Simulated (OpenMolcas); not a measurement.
**One shape, several levels: Si2H3OF (SMILES F[Si]O[SiH3])**

Wanted: a comparison of 6 runs (HF/def2-SVPD, B3LYP/def2-SVPD, M06-2X/def2-SVPD, PBE0/def2-SVPD, TPSS/def2-SVPD, MP2/def2-SVPD) of Si2H3OF. 

The calculation is run with OpenMolcas 26.06.

2 further runs of the same task are left out: 1 that didn't finish, 1 set aside as unsound or not needed.

**1. The system as given**

Si2H3OF: 7 atoms, total charge 0, spin state singlet. SMILES: `F[Si]O[SiH3]`. The F1–Si2 distance was set to 2.426 Å, away from the relaxed value. At this shape a bond of the SMILES string is far longer than usual.

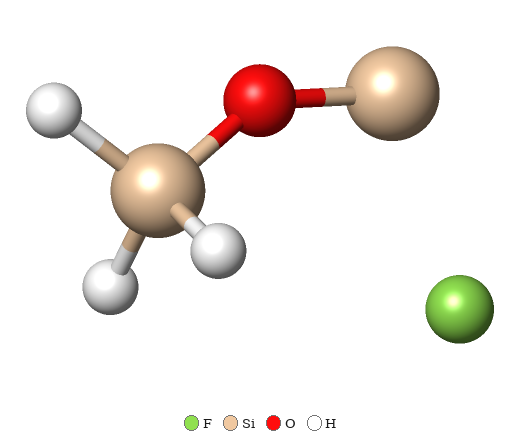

The structure, seen from a chosen angle (fluorine green, silicon light orange, oxygen red, hydrogen white).

**2. A single-point energy at HF/def2-SVPD (run 1)**

Contents of run.input:

```
&GATEWAY
 BASLIB
 $CurrDir
 BASISSET
 F.def2-SVPD....
 F1 1.173333 -1.661490 2.192336 angstrom
 End of Basis
 BASISSET
 Si.def2-SVPD....
 Si2 -0.428700 -2.165500 0.441500 angstrom
 Si4 -0.025600 0.837100 -0.406700 angstrom
 End of Basis
 BASISSET
 O.def2-SVPD....
 O3 -0.538300 -0.736500 -0.334600 angstrom
 End of Basis
 BASISSET
 H.def2-SVPD....
 H5 -0.705100 1.480700 -1.555500 angstrom
 H6 -0.385700 1.537800 0.850000 angstrom
 H7 1.444000 0.875800 -0.603300 angstrom
 End of Basis

&SEWARD

&SCF
 THRESHOLDS
 1e-10 1e-07 1e-07 1e-05
 PRORBITALS
 1
```

The basis set def2-SVPD is read from a file made from the Basis Set Exchange's data (not shown).

The run is started by

```console
$ export MOLCAS_MEM=1860
$ pymolcas run.input > run.log
```

The program printed:

```text
--- Start Module: gateway ---
[...]
--- Stop Module: gateway /rc=_RC_ALL_IS_WELL_ ---
--- Start Module: seward ---
[...]
      Basis functions          118
--- Stop Module: seward /rc=_RC_ALL_IS_WELL_ ---
[...]
--- Start Module: scf ---
[...]
       Convergence after  14 Iterations
[...]
::    Total SCF energy                               -753.6196792202
[...]
      Total spin, S                                     0.0000000000
[...]
      Total electronic charge=   48.000000
      Total            charge=   -0.000000
[...]
      Dipole Moment (debye):
      Origin of the operator (angstrom)=    0.0141   -0.8150    0.3826
                   X= -4.0510E+00               Y=  1.7837E-02               Z= -5.0069E+00           Total=  6.4405E+00
      Quadrupole Moment (debye*angstrom):
[...]
--- Stop Module: scf /rc=_RC_ALL_IS_WELL_ ---
[...]
```

Run time: 29 s. Hardware: 1 thread of AMD EPYC 7R43 (Zen 3), shared host; peak memory 0.73 GiB.

**3. A single-point energy at B3LYP/def2-SVPD (run 2)**

Contents of input.xyz:

```xyz
7

F      1.173333    -1.661490     2.192336
Si    -0.428700    -2.165500     0.441500
O     -0.538300    -0.736500    -0.334600
Si    -0.025600     0.837100    -0.406700
H     -0.705100     1.480700    -1.555500
H     -0.385700     1.537800     0.850000
H      1.444000     0.875800    -0.603300
```

Contents of run.input:

```
* FH3OSi2 Kohn-Sham DFT

&gateway
 baslib=$CurrDir
 coord=input.xyz
 basis=def2-SVPD
 group=NoSym

&seward
 gridinput
 Grid=UltraFine
 End of Grid

&scf
 ksdft=B3LYP
 thresholds=1e-10 1e-07 1e-07 1e-05
 prorbitals=1 1
```

The basis set def2-SVPD is read from a file made from the Basis Set Exchange's data (not shown).

The run is started by

```console
$ export MOLCAS_MEM=1860
$ pymolcas run.input > run.log
```

The program printed:

```text
--- Start Module: gateway ---
[...]
--- Stop Module: gateway /rc=_RC_ALL_IS_WELL_ ---
--- Start Module: seward ---
[...]
      Basis functions          118
--- Stop Module: seward /rc=_RC_ALL_IS_WELL_ ---
[...]
--- Start Module: scf ---
[...]
       Convergence after  15 Iterations
[...]
::    Total KS-DFT energy                            -755.6178595406
[...]
      Total spin, S                                     0.0000000000
[...]
      Total electronic charge=   48.000000
      Total            charge=   -0.000000
[...]
      Dipole Moment (debye):
      Origin of the operator (angstrom)=    0.0141   -0.8150    0.3826
                   X= -3.4446E+00               Y=  2.5697E-01               Z= -4.3655E+00           Total=  5.5668E+00
      Quadrupole Moment (debye*angstrom):
[...]
--- Stop Module: scf /rc=_RC_ALL_IS_WELL_ ---
[...]
```

Run time: 63 s. Hardware: 1 thread of AMD EPYC 7R43 (Zen 3), shared host; peak memory 0.73 GiB.

Runs 3 to 5 aren't shown in full; the table further down has their settings and results.

**4. A single-point energy at MP2/def2-SVPD (run 6)**

Contents of geom.xyz:

```xyz
7

F      1.173333    -1.661490     2.192336
Si    -0.428700    -2.165500     0.441500
O     -0.538300    -0.736500    -0.334600
Si    -0.025600     0.837100    -0.406700
H     -0.705100     1.480700    -1.555500
H     -0.385700     1.537800     0.850000
H      1.444000     0.875800    -0.603300
```

Contents of calc.inp:

```
>>> EXPORT MOLCAS_PRINT=2

&GATEWAY
 BasLib=$CurrDir
 Coord=geom.xyz
 Basis=def2-SVPD
 Group=NoSym

&SEWARD

&SCF
 Thresholds=1e-10 1e-07 1e-07 1e-05
 PrOrbitals=1 2

&MBPT2
 Frozen=12
```

The basis set def2-SVPD is read from a file made from the Basis Set Exchange's data (not shown).

The run is started by

```console
$ export MOLCAS_MEM=1860
$ pymolcas calc.inp > calc.log
```

The program printed:

```text
--- Start Module: gateway ---
[...]
--- Stop Module: gateway /rc=_RC_ALL_IS_WELL_ ---
[...]
      Basis functions          118
[...]
--- Start Module: scf ---
[...]
       Convergence after  14 Iterations
[...]
::    Total SCF energy                               -753.6196792202
[...]
      Total spin, S                                     0.0000000000
[...]
      Total electronic charge=   48.000000
      Total            charge=   -0.000000
[...]
      Dipole Moment (debye):
      Origin of the operator (angstrom)=    0.0141   -0.8150    0.3826
                   X= -4.0510E+00               Y=  1.7837E-02               Z= -5.0069E+00           Total=  6.4405E+00
      Quadrupole Moment (debye*angstrom):
[...]
--- Stop Module: scf /rc=_RC_ALL_IS_WELL_ ---
[...]
--- Start Module: mbpt2 ---
[...]
WARNING!
Default frozen orbitals as non valence orbitals is overwritten by user input.
Default values:   6
[...]
       Reference weight ( Cref**2 )         =        0.83697
::    Total MBPT2 energy                             -754.2104912184
[...]
      Total MBPT2 calculations                           1.17      1.32
--- Stop Module: mbpt2 /rc=_RC_ALL_IS_WELL_ ---
[...]
```

It took 30 s on 1 thread of AMD EPYC 7R43 (Zen 3), shared host; peak memory 0.74 GiB.

**5. The series**

```csv
run,level,integration grid,frozen core orbitals,energy (Eh),dipole moment (D) of the reference,HOMO energy (eV),LUMO energy (eV),wall time
1,HF/def2-SVPD,–,–,-753.619679,6.44,-11.78,-0.12,29 s
2,B3LYP/def2-SVPD,UltraFine,–,-755.617860,5.57,-7.94,-3.39,63 s
3,M06-2X/def2-SVPD,UltraFine,–,-755.466571,5.86,-9.61,-2.32,71 s
4,PBE0/def2-SVPD,UltraFine,–,-755.142669,5.56,-8.20,-3.19,59 s
5,TPSS/def2-SVPD,UltraFine,–,-755.637929,5.16,-6.60,-3.89,97 s
6,MP2/def2-SVPD,–,12,-754.210491,6.44,-11.78,-0.12,30 s
```

**6. What came out**

| quantity | value |
| --- | --- |
| run 6: total energy | -754.21049 Eh |
| run 6: dipole moment (mean-field density) | 6.44 D |
| run 6: HOMO energy (Hartree–Fock orbitals) | -11.78 eV |
| run 6: LUMO energy (Hartree–Fock orbitals) | -0.12 eV |
| run 6: HOMO–LUMO gap (Hartree–Fock orbitals) | 11.66 eV |
| run 6: correlation energy (12 core orbitals frozen) | -590.8 mEh |

What this shows: Over runs 1, 2, 3, 4, 5 the dipole moment (its size) runs from 5.16 D (TPSS/def2-SVPD) to 6.44 D (HF/def2-SVPD). Over runs 1, 2, 3, 4, 5 the HOMO–LUMO gap runs from 2.71 eV (TPSS/def2-SVPD) to 11.66 eV (HF/def2-SVPD). Exact exchange widens orbital gaps. Totals of different functionals can't be ranked against each other. All runs together took 5.8 min, the longest 97 s.
